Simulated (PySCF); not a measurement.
**Two runs on C₂H₇NOSi**

System: C₂H₇NOSi, SMILES CC(=O)N[SiH3].
Method of run A: GIAO PBE0/6-31G* NMR shielding, non-relativistic, gas phase (PySCF 2.14.0).

The geometry comes from this level: PBE0-D3(BJ)/def2-SVP. Text and figures count atoms from 1; the logs count them from 0 in places.

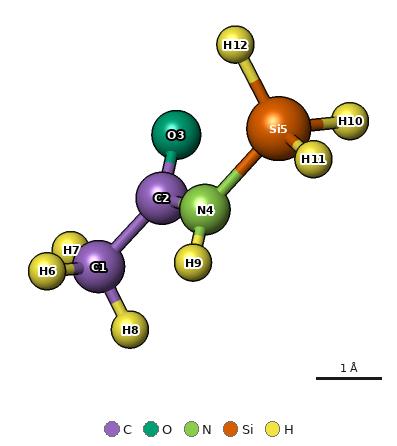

**Figure 1.** The structure as given in the input (ball-and-stick view, seen at an oblique angle; atoms are numbered from 1 in the order of the input).

**Input file, run A**
```
{"job": {"kind": "nmr", "xc": "PBE0", "basis": "6-31G*", "pop": true}, "charge": 0, "multiplicity": 1}
C      1.959841     0.280049     0.250133
C      0.463852     0.352887     0.426474
O     -0.077156     1.048248     1.266133
N     -0.300646    -0.408391    -0.415560
Si    -2.058244    -0.307179    -0.214594
H      2.245465     0.628578    -0.754454
H      2.440294     0.913004     1.004460
H      2.314930    -0.756209     0.359116
H      0.154799    -0.988467    -1.109869
H     -2.483549    -0.786350     1.128344
H     -2.590552    -1.227743    -1.264284
H     -2.556270     1.072616    -0.464257
```

The first line tells a small driver script what to run in PySCF; the rest is the geometry in Å.

Launched with:
```bash
OMP_NUM_THREADS=1 python <driver script> task.json out
```

Hardware: 1 CPU thread, shared host.

**Output (run A)**
```
coarse grid: 10288 points
cycle   1  E = -499.4528681947  dE =  5.187e-01  |g| = 8.095e-01  |ddm| = 3.116e+00
cycle   2  E = -498.9789030950  dE =  4.740e-01  |g| = 1.710e+00  |ddm| = 2.616e+00
cycle   3  E = -499.5816193556  dE = -6.027e-01  |g| = 2.062e-01  |ddm| = 2.040e+00
cycle   4  E = -499.5898514072  dE = -8.232e-03  |g| = 8.267e-02  |ddm| = 2.191e-01
cycle   5  E = -499.5912325555  dE = -1.381e-03  |g| = 1.937e-02  |ddm| = 6.698e-02
cycle   6  E = -499.5913199174  dE = -8.736e-05  |g| = 3.813e-03  |ddm| = 1.808e-02
cycle   7  E = -499.5913233432  dE = -3.426e-06  |g| = 6.842e-04  |ddm| = 4.307e-03
final grid: 94152 points
cycle   8  E = -499.5392884908  dE = -1.504e-06  |g| = 1.093e-02  |ddm| = 1.603e-02
cycle   9  E = -499.5392192194  dE =  6.927e-05  |g| = 2.160e-02  |ddm| = 2.496e-02
cycle  10  E = -499.5393128324  dE = -9.361e-05  |g| = 1.632e-03  |ddm| = 1.795e-02
cycle  11  E = -499.5393134544  dE = -6.220e-07  |g| = 7.078e-05  |ddm| = 1.588e-03
cycle  12  E = -499.5393134557  dE = -1.297e-09  |g| = 4.632e-05  |ddm| = 1.394e-04
cycle  13  E = -499.5393134561  dE = -4.167e-10  |g| = 1.890e-05  |ddm| = 5.197e-05
converged SCF energy = -499.5393134561

GIAO shielding tensors (ppm)
atom      isotropic    diamagn.    paramagn.     s11        s22        s33       span
  0 C      172.798     253.251     -80.453    151.864    165.920    200.611     48.746
  1 C       32.893     243.796    -210.903    -43.324     27.845    114.158    157.482
  2 O      -80.907     397.462    -478.369   -365.056   -185.169    307.504    672.561
  3 N      168.835     327.098    -158.263     83.305    172.452    250.749    167.444
  4 Si     454.173     881.421    -427.247    420.417    451.286    490.817     70.400
  5 H       30.172      29.748       0.424     26.878     29.554     34.085      7.207
  6 H       30.342      28.953       1.388     26.691     28.983     35.350      8.659
  7 H       30.212      29.788       0.424     26.834     29.705     34.098      7.264
  8 H       28.538      32.685      -4.147     22.603     29.406     33.605     11.002
  9 H       27.037      29.134      -2.096     23.791     25.264     32.058      8.267
 10 H       27.504      29.077      -1.573     24.451     26.148     31.913      7.462
 11 H       27.038      29.179      -2.141     23.795     25.277     32.041      8.245
```

The input of run B differs as follows (lines with − go, lines with + come):
```diff
-"basis": "6-31G*"
+"basis": "def2-TZVP"
```

How does run B compare with run A?

The total energy of run B is 75.8 kcal/mol lower, which measures the change of basis and not a stability. The HOMO goes from −7.37 to −7.67 eV. The LUMO goes from 0.59 to 0.23 eV. The dipole moment goes from 3.50 to 3.55 D. Of all shieldings, the largest change is that of Si5, by −57.5 ppm. The number of SCF iterations is the same. The basis functions go from 88 to 203.

**Output (run B)**
```
coarse grid: 10288 points
cycle   1  E = -499.5309453078  dE =  5.001e-01  |g| = 8.353e-01  |ddm| = 2.517e+00
cycle   2  E = -499.0356868741  dE =  4.953e-01  |g| = 1.775e+00  |ddm| = 3.057e+00
cycle   3  E = -499.6582033742  dE = -6.225e-01  |g| = 2.192e-01  |ddm| = 2.599e+00
cycle   4  E = -499.6667331899  dE = -8.530e-03  |g| = 9.256e-02  |ddm| = 1.631e-01
cycle   5  E = -499.6683463926  dE = -1.613e-03  |g| = 2.162e-02  |ddm| = 5.399e-02
cycle   6  E = -499.6684438666  dE = -9.747e-05  |g| = 5.263e-03  |ddm| = 1.489e-02
cycle   7  E = -499.6684500115  dE = -6.145e-06  |g| = 8.819e-04  |ddm| = 4.784e-03
final grid: 94152 points
cycle   8  E = -499.6601393808  dE = -2.317e-05  |g| = 1.166e-02  |ddm| = 4.289e-02
cycle   9  E = -499.6600646485  dE =  7.473e-05  |g| = 2.307e-02  |ddm| = 1.909e-02
cycle  10  E = -499.6601640081  dE = -9.936e-05  |g| = 1.803e-03  |ddm| = 1.495e-02
cycle  11  E = -499.6601646899  dE = -6.818e-07  |g| = 1.956e-04  |ddm| = 1.629e-03
cycle  12  E = -499.6601646991  dE = -9.193e-09  |g| = 5.592e-05  |ddm| = 1.944e-04
cycle  13  E = -499.6601646998  dE = -6.461e-10  |g| = 2.314e-05  |ddm| = 5.035e-05
converged SCF energy = -499.6601646998

GIAO shielding tensors (ppm)
atom      isotropic    diamagn.    paramagn.     s11        s22        s33       span
  0 C      163.435     248.516     -85.081    140.500    154.876    194.930     54.429
  1 C        8.383     246.774    -238.391    -74.932      1.642     98.441    173.373
  2 O     -116.717     397.632    -514.348   -420.312   -225.012    295.174    715.487
  3 N      152.538     317.513    -164.975     53.819    160.625    243.169    189.351
  4 Si     396.650     878.310    -481.660    352.791    394.643    442.516     89.725
  5 H       29.518      29.718      -0.201     26.348     28.785     33.419      7.071
  6 H       29.690      29.298       0.392     26.132     28.459     34.479      8.348
  7 H       29.546      29.745      -0.199     26.287     28.925     33.427      7.139
  8 H       27.115      32.739      -5.625     21.804     28.187     31.353      9.550
  9 H       26.603      28.908      -2.306     23.690     24.765     31.352      7.662
 10 H       27.031      28.681      -1.650     24.287     25.517     31.289      7.002
 11 H       26.606      28.948      -2.342     23.696     24.782     31.341      7.645
```

**The two runs side by side**

```csv
quantity,run A,run B
outcome,converged,converged
total energy (hartree),−499.539313,−499.660165
HOMO (eV),−7.37,−7.67
LUMO (eV),0.59,0.23
dipole moment (D),3.50,3.55
shielding of C1 (ppm),172.8,163.4
shielding of C2 (ppm),32.9,8.4
shielding of O3 (ppm),−80.9,−116.7
shielding of N4 (ppm),168.8,152.5
shielding of Si5 (ppm),454.2,396.7
shielding of H8 (ppm),30.2,29.5
shielding of H9 (ppm),28.5,27.1
SCF iterations,13,13
basis functions,88,203
wall time (shared host),6.8 s,20 s
```
